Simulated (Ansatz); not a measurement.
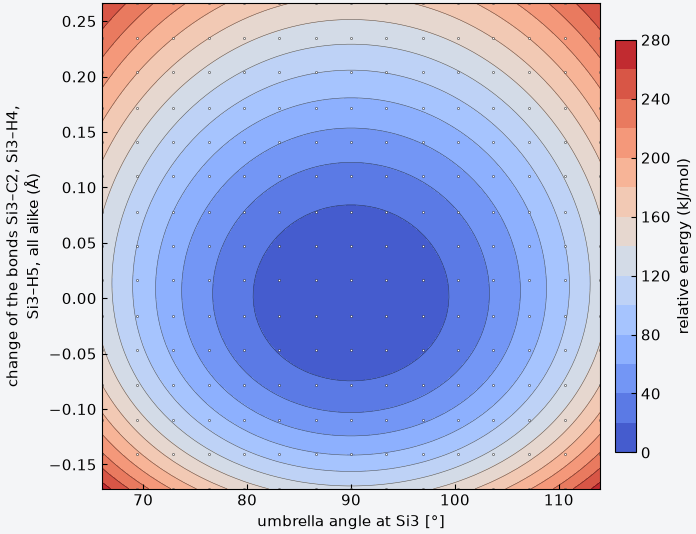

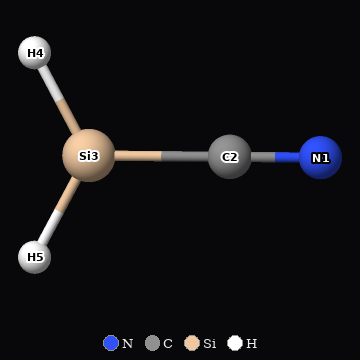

Energy landscape of CH₂NSi, SMILES N#C[SiH2+], charge +1. Coordinates scanned: (1) umbrella angle at Si3 (between each of its bonds and their common axis; 90 is planar); (2) change of the bonds Si3–C2, Si3–H4, Si3–H5, all alike. Nothing is relaxed (all other coordinates rigid). The scan uses a 15 × 15 grid; 120 points were computed and 105 follow by symmetry. Points are written as (first, second). Energies: kJ/mol, counted from the relaxed molecule at the same level. All numbers below come from Ansatz 0.2.0, RKS CAM-B3LYP-D4/def2-TZVP.

In the figure: filled contours, dots at the grid points. Between grid points the surface is interpolated. The second picture is the structure at the lowest point.

> Summarise what can be read from the map.

The lowest grid point is at (90.0°, 0.016 Å), 0.8 kJ/mol from the relaxed molecule at the same level. No other kind of well shows on this grid. The highest grid point, (66.0°, −0.172 Å), lies 270 kJ/mol above the lowest. Round the minimum the two coordinates are nearly uncoupled.

The values on the grid:

| second ↓, first → | 66.0 | 69.4 | 72.9 | 76.3 | 79.7 | 83.1 | 86.6 | 90.0 | 93.4 | 96.9 | 100.3 | 103.7 | 107.1 | 110.6 | 114.0 |
| --- | --- | --- | --- | --- | --- | --- | --- | --- | --- | --- | --- | --- | --- | --- | --- |
| 0.266 | 260 | 232 | 207 | 188 | 173 | 162 | 156 | 154 | 156 | 162 | 173 | 188 | 207 | 232 | 260 |
| 0.235 | 234 | 205 | 180 | 160 | 145 | 134 | 127 | 125 | 127 | 134 | 145 | 160 | 180 | 205 | 234 |
| 0.204 | 211 | 181 | 155 | 135 | 119 | 108 | 101 | 99 | 101 | 108 | 119 | 135 | 155 | 181 | 211 |
| 0.172 | 188 | 158 | 131 | 111 | 94 | 83 | 76 | 73 | 76 | 83 | 94 | 111 | 131 | 158 | 188 |
| 0.141 | 170 | 138 | 111 | 90 | 73 | 61 | 54 | 52 | 54 | 61 | 73 | 90 | 111 | 138 | 170 |
| 0.110 | 154 | 122 | 94 | 72 | 55 | 43 | 35 | 33 | 35 | 43 | 55 | 72 | 94 | 122 | 154 |
| 0.078 | 141 | 108 | 80 | 57 | 40 | 27 | 20 | 17 | 20 | 27 | 40 | 57 | 80 | 108 | 141 |
| 0.047 | 133 | 100 | 71 | 48 | 30 | 17 | 9 | 7 | 9 | 17 | 30 | 48 | 71 | 100 | 133 |
| 0.016 | 131 | 96 | 66 | 43 | 24 | 11 | 3 | 1 | 3 | 11 | 24 | 43 | 66 | 96 | 131 |
| −0.016 | 134 | 98 | 68 | 44 | 25 | 12 | 3 | 1 | 3 | 12 | 25 | 44 | 68 | 98 | 134 |
| −0.047 | 143 | 107 | 76 | 51 | 32 | 19 | 10 | 8 | 10 | 19 | 32 | 51 | 76 | 107 | 143 |
| −0.078 | 160 | 123 | 92 | 67 | 47 | 33 | 25 | 22 | 25 | 33 | 47 | 67 | 92 | 123 | 160 |
| −0.110 | 187 | 149 | 117 | 91 | 72 | 57 | 49 | 46 | 49 | 57 | 72 | 91 | 117 | 149 | 187 |
| −0.141 | 223 | 185 | 152 | 126 | 106 | 91 | 82 | 79 | 82 | 91 | 106 | 126 | 152 | 185 | 223 |
| −0.172 | 270 | 232 | 198 | 171 | 151 | 136 | 127 | 124 | 127 | 136 | 151 | 171 | 198 | 232 | 270 |

Time for the 120 points that were run: 3.9 min on 1 thread of Intel(R) Xeon(R) Platinum 8488C (Sapphire Rapids), on a shared host.
